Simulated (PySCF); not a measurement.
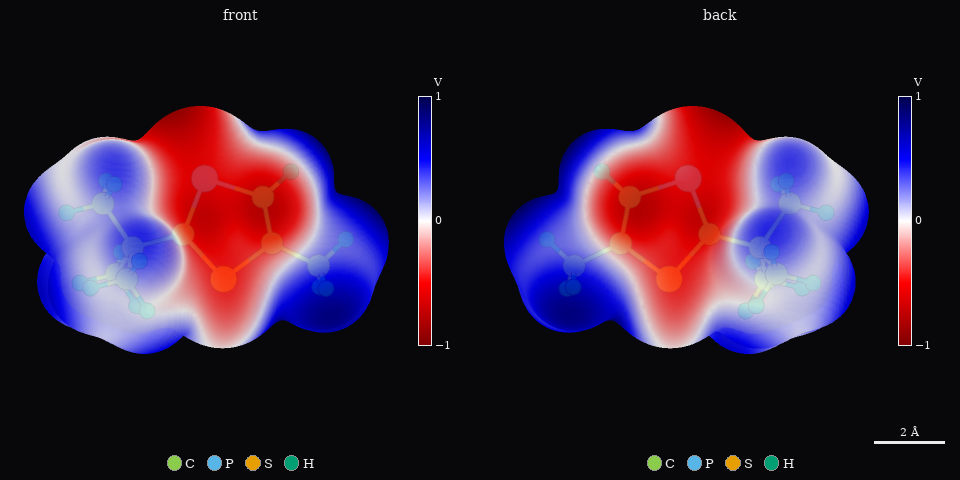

The picture shows: C8H13PS (SMILES Cc1cpc(C(C)(C)C)s1). The molecular electrostatic potential painted on the density surface at 0.002 e/bohr³, seen from the front and from behind; the colour scale runs from red (negative) to blue (positive).

Geometry: GFN2-xTB.

The calculation used PBE0/pcSseg-1, SCF density, gas phase, non-relativistic (PySCF 2.14.0).

```xyz
23

C     3.9110   -0.2486    0.2325
C     2.5320    0.2328   -0.0664
C     2.1955    1.3804   -0.6990
P     0.4828    1.7435   -0.9325
C    -0.0397    0.3070   -0.1615
C    -1.4715   -0.1152    0.0317
C    -1.7178   -1.4243   -0.7291
C    -2.4055    0.9675   -0.5080
C    -1.7431   -0.3299    1.5257
S     1.1986   -0.7490    0.4365
H     4.6445    0.4715   -0.1217
H     4.0951   -1.2069   -0.2531
H     4.0420   -0.3877    1.3056
H     2.9509    2.0656   -1.0531
H    -1.0776   -2.2160   -0.3450
H    -2.7550   -1.7336   -0.6206
H    -1.5046   -1.2888   -1.7877
H    -2.2386    1.9087    0.0120
H    -3.4427    0.6716   -0.3683
H    -2.2283    1.1256   -1.5701
H    -2.7821   -0.6106    1.6813
H    -1.5427    0.5840    2.0813
H    -1.1077   -1.1205    1.9197
```

### Which sites attract a positive test charge, and which a negative one?

A positive charge is drawn to the negative regions and a negative charge to the positive ones. The most negative region (about −0.8 V, or −18 kcal/mol for a unit charge) lies over P4, the most positive (about +0.9 V, or +21 kcal/mol for a unit charge) over H11 and H14.
